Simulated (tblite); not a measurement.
**Molecular dynamics of C6H7F (part 2 of 2)**

C6H7F, SMILES C=C1CC=C1CF; GFN2-xTB Langevin dynamics, gas phase (tblite 0.8.0). 

Geometry of the input (Å):
```
C  -1.1794  1.6379  0.0915
C  -0.7445  0.3949  0.0097
C  -1.4083  -0.9754  -0.0930
C  0.0111  -1.4972  -0.1068
C  0.5604  -0.2752  -0.0182
C  1.9422  0.2662  0.0354
F  2.8769  -0.7398  -0.0024
H  -0.5010  2.4720  0.1593
H  -2.2316  1.8668  0.0942
H  -2.0089  -1.2632  0.7689
H  -1.9803  -1.1428  -1.0049
H  0.4078  -2.4924  -0.1649
H  2.1424  0.9215  -0.8225
H  2.1106  0.8249  0.9652
```

Trajectory as extended XYZ, continued:
```
14
Properties=species:S:1:pos:R:3:forces:R:3 step=4550 time_fs=6825.0 energy=-571.97527 temperature=849.0
C    -3.5231    5.4703    9.5135    1.0710   0.2980   1.3770
C    -4.8155    5.5713    9.2135    0.0790  -2.5390  -1.3560
C    -5.8669    6.6001    8.5528    1.9050  -2.1610   3.4240
C    -6.5560    5.3001    8.2054    1.7540  -0.4180   0.6850
C    -5.6976    4.3653    8.7009    0.7920   3.8550   0.5550
C    -5.4613    2.8971    8.6530   -0.6910   0.2810  -0.4230
F    -6.0376    2.4509    7.4333    0.7530  -0.0800   1.0500
H    -2.8455    4.5617    9.6899   -1.8150   0.8740  -0.4620
H    -2.9446    6.3160    9.9199   -0.4530   0.0310  -0.6900
H    -6.2467    7.2562    9.3660   -0.3160  -0.4630  -0.7630
H    -5.2510    7.1642    7.8979   -0.2860   0.3720  -1.1290
H    -7.4082    5.1882    7.6694   -2.2910  -0.2850  -1.4580
H    -4.3685    2.6723    8.6861   -0.7720   0.0180  -0.3140
H    -5.9893    2.3592    9.4752    0.2710   0.2180  -0.4970
14
Properties=species:S:1:pos:R:3:forces:R:3 step=4900 time_fs=7350.0 energy=-571.40000 temperature=1265.8
C    -3.9574    3.9843    9.1080    1.7980  -0.7490   3.2090
C    -4.7237    4.4514    8.1954   -1.1740   2.8340  -0.4020
C    -5.2909    5.8509    7.9415   -0.7110  -1.0120   1.5540
C    -5.5519    5.2611    6.5407   -1.0550  -0.3080   0.7460
C    -5.0461    3.9834    6.8876   -3.4520   2.5200  -2.4260
C    -5.1223    2.6129    6.2054    2.4210   1.7190   0.9940
F    -5.7551    2.5472    5.0347   -0.8560   0.3200  -0.7590
H    -3.6825    3.0651    8.6716    1.3120  -1.5990   1.2600
H    -3.6531    4.3949   10.1587   -0.6560  -0.8740  -2.3920
H    -6.1277    6.0872    8.8028    1.4740  -0.3530  -2.6040
H    -4.4802    6.5714    8.0502   -0.3830   0.3530  -0.2350
H    -6.1747    5.8627    5.7796    1.4320  -1.6450   0.7960
H    -4.0340    2.5407    5.9599   -0.2910  -1.0910   0.0940
H    -5.5187    1.8456    6.8629    0.1400  -0.1160   0.1640
14
Properties=species:S:1:pos:R:3:forces:R:3 step=5250 time_fs=7875.0 energy=-571.67853 temperature=691.4
C    -3.5648    3.2261    7.5869    5.4050  -3.5780  -0.3160
C    -4.7039    3.7247    7.7853   -2.4220   2.3680   1.2960
C    -5.2311    4.8688    8.7504   -0.4580  -0.9080  -4.5080
C    -6.5216    4.0987    8.4219   -2.2250   2.0340   3.9550
C    -6.0595    3.2023    7.6210    1.8990  -1.1160  -1.5600
C    -6.5735    2.3642    6.5144    0.6070  -0.2700   1.4330
F    -7.8364    1.9644    6.7021   -1.5890   0.0600   0.0380
H    -3.5158    2.1913    7.1652   -0.0680   0.9000  -0.1830
H    -2.5234    3.4474    7.9805   -1.6560   0.5370  -0.4880
H    -4.5675    4.8998    9.5363    0.2290  -0.0770   2.4100
H    -5.1734    5.8548    8.2289   -0.3240  -0.6160   0.3360
H    -7.4968    4.0895    8.8959    0.0700   0.5810   0.0130
H    -6.4809    3.1432    5.8061   -0.3390   0.0690  -2.1010
H    -6.0663    1.4260    6.3454    0.8730   0.0160  -0.3240
14
Properties=species:S:1:pos:R:3:forces:R:3 step=5600 time_fs=8400.0 energy=-572.04569 temperature=1287.1
C    -5.0724    2.3011    7.6831   -3.8610   0.6060   2.7080
C    -5.5514    3.0434    8.7598    2.0000  -1.7030  -3.8570
C    -4.9931    4.0699    9.6696    2.3820   1.7560   0.5910
C    -6.2887    3.9971   10.3593   -0.6890  -1.1150   0.0640
C    -6.7771    3.0676    9.5218    0.1810  -1.9850  -0.5720
C    -7.9523    2.1746    9.1883   -0.2040   3.3420   0.7680
F    -8.2157    2.5081    7.8647   -0.3830  -0.9700   0.2230
H    -5.8589    1.5334    7.4158    1.3510   0.7820  -0.2810
H    -4.2482    2.4726    7.0533    0.7010  -0.0010   0.0790
H    -4.1425    3.6772   10.3473   -0.8460   0.9250  -1.2260
H    -4.8039    5.1009    9.2141    0.3040  -1.3650   0.6200
H    -6.4958    4.1428   11.3573   -0.7640   1.0280   1.5850
H    -7.8194    1.1412    9.3979    0.2230  -0.7820  -0.4070
H    -8.7638    2.6068    9.8006   -0.3950  -0.5190  -0.2950
14
Properties=species:S:1:pos:R:3:forces:R:3 step=5950 time_fs=8925.0 energy=-571.80001 temperature=1223.3
C    -6.2233    2.2922    8.2536    3.3780   2.4210  -0.3280
C    -5.1580    3.0686    8.6037   -1.8150  -0.8700  -0.4310
C    -3.9578    3.6967    7.8918   -0.1860   1.0040  -0.9700
C    -3.7429    4.3528    9.2963    3.0150   2.9040  -2.6280
C    -4.7749    3.8174    9.8376   -3.4620  -3.8010   0.9660
C    -5.4953    3.4809   11.1099   -0.2830  -1.8820  -1.0620
F    -6.6919    4.1137   11.1862   -0.8890  -0.0570  -0.3410
H    -6.9917    1.8760    8.7719   -1.4650  -0.4460   2.2750
H    -6.4278    2.1184    7.2499    0.4020  -0.4260  -1.8920
H    -3.1086    3.0509    7.6823   -0.1900  -0.4320   0.0380
H    -4.1429    4.2381    6.8130    0.2010  -0.6020   2.8220
H    -3.0239    5.1380    9.5904   -0.4540  -0.7190  -0.1290
H    -5.6494    2.3012   11.2213    0.0110   2.1130  -0.5600
H    -5.0202    3.7881   11.9638    1.7360   0.7930   2.2410
14
Properties=species:S:1:pos:R:3:forces:R:3 step=6300 time_fs=9450.0 energy=-571.69199 temperature=1255.6
C    -4.4093    1.5237    9.7431   -0.6190   3.5650   0.8610
C    -4.3663    2.8693    9.6560    1.8190   0.6290   1.4110
C    -4.1106    3.6748    8.4142   -0.5260  -0.3390  -1.5530
C    -3.5082    4.7480    9.2756   -1.5270   0.3650   1.8760
C    -3.8941    4.0945   10.4511    1.9090  -0.2280  -1.8510
C    -3.5663    4.3291   11.9068    0.3480   0.5750   0.6620
F    -3.8715    3.2099   12.6685    0.5910   0.1840  -0.3530
H    -4.6002    1.0545   10.6592    0.1450  -0.8030   0.6600
H    -4.7270    1.2361    8.8137   -0.3510  -2.0070  -1.7020
H    -3.4626    3.2541    7.6634    1.2490  -0.5110   0.1330
H    -4.9886    3.6992    7.7400   -0.3820   1.2660   0.7680
H    -3.1111    5.7964    9.0701   -0.5320  -1.8270   0.2620
H    -2.4651    4.7504   12.2649   -2.2710  -1.2380  -1.2470
H    -4.3048    5.0567   12.2710    0.1480   0.3690   0.0740
14
Properties=species:S:1:pos:R:3:forces:R:3 step=6650 time_fs=9975.0 energy=-571.20483 temperature=1568.6
C    -4.7635    2.8192    8.1385   -0.0550  -0.3430   2.5180
C    -5.0261    3.1551    9.4300   -0.8100  -1.5840  -2.8890
C    -6.3726    3.5713   10.0856    0.8640   1.4050   0.5770
C    -5.3426    4.3511   10.9652    0.6640   0.2490   1.7070
C    -4.2269    3.7792   10.4449   -3.3060   0.5620   0.5340
C    -2.8890    3.9539   10.9215    2.8920  -0.7960  -4.7370
F    -2.5152    2.9147   11.7135    0.1380   0.6680   1.7420
H    -3.7131    2.6610    7.9393   -0.2680   0.0770  -0.6050
H    -5.5556    2.4409    7.5175    0.2780   0.1940  -0.2300
H    -6.9032    4.2791    9.3231    0.1680  -1.4870   1.6950
H    -6.9993    2.8367   10.7711    1.1560   1.4310  -1.9850
H    -5.2049    5.0035   11.8832   -1.3320  -0.5510  -1.1910
H    -2.1693    3.6951   10.0025   -0.9010   0.5780   0.8570
H    -2.7419    5.0417   10.9502    0.5130  -0.4030   2.0070
14
Properties=species:S:1:pos:R:3:forces:R:3 step=7000 time_fs=10500.0 energy=-571.74770 temperature=1064.2
C    -6.5478    6.5265    8.1478    2.4300  -1.5500   0.5580
C    -6.2550    5.9453    9.3072    0.0580  -0.4660   0.3080
C    -7.1799    5.5811   10.4418   -1.4400  -1.7000   0.5180
C    -6.1781    4.4363   10.7947    1.1540   2.1270  -0.8430
C    -5.3053    5.0280    9.9046    0.5810  -1.4900   0.0630
C    -3.8479    4.8487    9.6626    0.8610   0.5050  -0.7850
F    -3.5772    4.5024    8.2708   -0.3380  -0.3670   1.8150
H    -5.9652    6.4150    7.2473    0.2010   0.2510   0.2380
H    -7.2820    7.2131    8.2124   -2.5630   1.6750  -0.5200
H    -7.4210    6.3376   11.1744    0.3690   0.0210   0.2980
H    -8.1272    5.1361   10.1063   -0.1500   0.3250  -0.0600
H    -6.0575    3.5715   11.4800   -0.4600   1.1410  -0.6240
H    -3.3159    5.9408    9.6024   -0.8180  -2.4130   1.0550
H    -3.5110    3.9965   10.4461    0.1170   1.9410  -2.0230
14
Properties=species:S:1:pos:R:3:forces:R:3 step=7350 time_fs=11025.0 energy=-571.54043 temperature=816.2
C    -5.3585    7.8393    9.4634    0.3280   1.9470  -1.7770
C    -5.4094    6.6602   10.0152   -2.1690   1.4530  -0.1870
C    -6.3014    6.2564   11.2044    1.8060  -0.3520  -0.5380
C    -5.5086    4.9940   11.0653    2.4930  -2.2920  -1.0520
C    -4.7458    5.4250    9.9740    0.9540  -1.6430   1.6800
C    -3.5705    4.7211    9.1452   -0.6690   2.3820   5.0680
F    -4.0742    3.5493    9.0667   -1.3900  -5.1420  -0.8380
H    -4.6012    7.9605    8.6566   -0.7560   0.3890   0.5910
H    -6.0750    8.6882    9.6665    1.1160  -1.2100  -0.1790
H    -5.9783    7.0229   11.8853   -0.0960  -0.3010   1.3470
H    -7.3467    6.1041   11.2496   -0.9560   0.2370  -0.5660
H    -5.4262    3.9407   11.5142   -0.5760   1.8840  -0.2750
H    -3.5002    5.0527    8.1818    0.7930   1.5620  -2.2630
H    -2.6263    4.5457    9.7894   -0.8770   1.0850  -1.0120
14
Properties=species:S:1:pos:R:3:forces:R:3 step=7700 time_fs=11550.0 energy=-572.17003 temperature=862.1
C    -6.6288    7.7494    7.9513    0.7290  -0.5210   2.0450
C    -6.6411    7.7589    9.3046   -0.9530   1.3730  -2.8930
C    -7.4815    8.3425   10.5113    0.4090  -1.8390  -1.5630
C    -6.4832    7.5778   11.3037    1.3940  -2.2920  -0.3390
C    -5.8514    7.0235   10.1861    0.2550   0.5810   3.1430
C    -4.7378    6.0467   10.0167   -0.9070   0.4500  -0.8140
F    -4.9421    5.2162    8.8990    0.5000   0.7700   0.9310
H    -5.9418    7.2752    7.2776    0.6930  -0.5400   0.7280
H    -7.3663    8.1208    7.3640   -2.2670   1.6400  -1.1150
H    -7.7431    9.3498   10.6709    0.5090   1.2490  -0.0240
H    -8.4086    7.8041   10.5296   -0.8510  -0.3580  -0.0250
H    -6.5023    7.1555   12.3139    0.0930   0.7860  -0.3120
H    -3.7855    6.5555   10.0150    0.5210   0.2300  -0.9190
H    -4.7018    5.4771   10.8965   -0.1250  -1.5290   1.1590
14
Properties=species:S:1:pos:R:3:forces:R:3 step=8050 time_fs=12075.0 energy=-572.26661 temperature=519.8
C    -8.6255    7.3304   10.7979    1.4650  -1.2430  -1.3190
C    -7.5718    8.0969   10.7972    0.8860  -0.2150   0.5400
C    -7.2511    9.4853   11.2365    1.6790  -0.7210   0.6060
C    -5.9779    9.2344   10.4746    1.0060  -0.8980   0.1560
C    -6.1653    7.9192   10.2706   -1.4140  -0.0510   0.3940
C    -5.4098    6.7053    9.7968    0.6000  -0.5020   0.2690
F    -6.0653    6.1685    8.6740    0.3180  -0.0790   1.0410
H    -8.3046    6.4900   10.2040   -1.2220  -0.9750   0.2130
H    -9.5838    7.4811   11.1672   -1.0500   0.2550   0.3600
H    -7.8988   10.2062   10.8637   -1.0200   1.4770  -0.3030
H    -7.0281    9.5587   12.3186   -0.4070   0.2180  -0.5080
H    -5.0614    9.7205   10.3435    0.7910   1.2030  -0.1410
H    -4.3576    6.9003    9.4100   -1.0670   0.1370   0.5850
H    -5.3055    5.8938   10.6790   -0.5660   1.3930  -1.8910
14
Properties=species:S:1:pos:R:3:forces:R:3 step=8400 time_fs=12600.0 energy=-572.15325 temperature=752.6
C    -8.0127    9.0687   12.2170    1.8520  -3.0590  -2.5480
C    -6.7878    9.2720   11.7280   -0.4890  -1.3420  -0.2160
C    -5.7893   10.3263   11.9281    1.6740   1.1650   1.3030
C    -4.7463    9.3729   11.3175   -4.3820  -0.4280  -0.8870
C    -5.7644    8.5111   10.9248    0.8530   1.5020   1.3410
C    -5.5645    7.3965    9.9890   -1.3210  -1.6990  -1.4070
F    -4.2542    6.9982   10.0946   -0.0660   0.0390  -0.4130
H    -8.3878    8.0867   11.8668   -0.4210   0.6880   0.4590
H    -8.5264    9.5410   12.9593   -0.8820   1.3850   1.2540
H    -6.1544   11.1890   11.3307    1.0270  -0.1140   0.4920
H    -5.5156   10.5697   12.9912   -0.5850   0.3130  -0.8660
H    -3.7442    9.3832   11.0724    1.4600   0.2170  -0.0710
H    -6.1731    6.3885   10.0252    0.6660   1.7620   0.5350
H    -5.7833    7.7855    8.9264    0.6160  -0.4300   1.0240
```

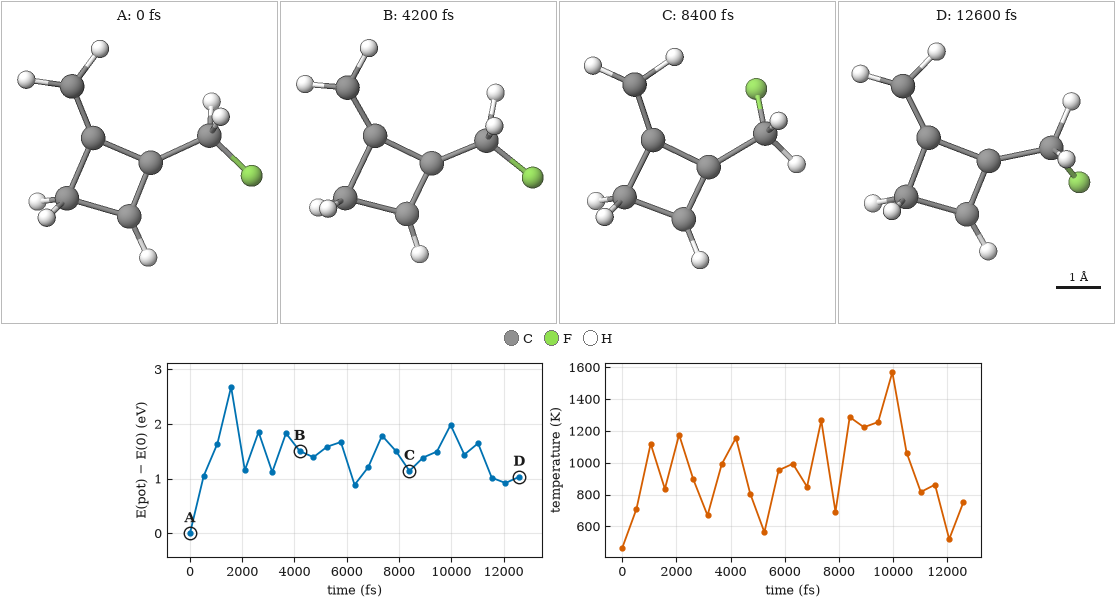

*Frames of the molecular dynamics (ball-and-stick, seen at a tilt) above the curves, on which the letters mark them.*

The trajectory kept here has 25 frames over 12600 fs. The temperature starts at 464 K, ranges from 464 to 1569 K and averages 1011 K over the second half. The potential energy ends 1.033 eV above its first value. After an unweighted best fit of the last frame on the first, the root-mean-square displacement is 0.41 Å, and H14 has moved furthest (0.76 Å).
